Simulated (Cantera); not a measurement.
A closed system holds: 1 mol SiCl₄, a varied amount of H₂, 0.0088 mol C₃H₈, equilibrated at 2000 K and 0.550 bar.

Equilibrium computed with Cantera from the NASA thermochemical tables; the gas is ideal and each condensed phase is pure. Candidate condensed phases: C, C₆H₆, C₇H₈, C₈H₁₈, Si, SiC; 109 gas species. Mutual solubility and eutectic melting of coexisting phases are not modelled. The tables' values for SiCl₃, SiCl are old estimates; treat these amounts as uncertain. Gases not in the tables: Si₂H₆ and higher silanes. Kinetics and transport are ignored.

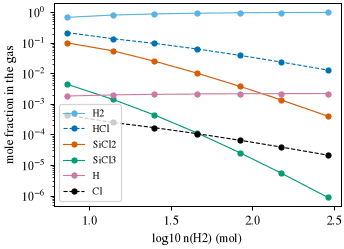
Figure. Equilibrium gas composition (values under 1e-9 drawn at 1e-9)

Read off the mole fractions at 25 mol H₂.

H₂ about 0.88, HCl about 0.096, SiCl₂ about 0.025, H about 0.0021, SiCl₃ about 0.00044, Cl about 0.00017.
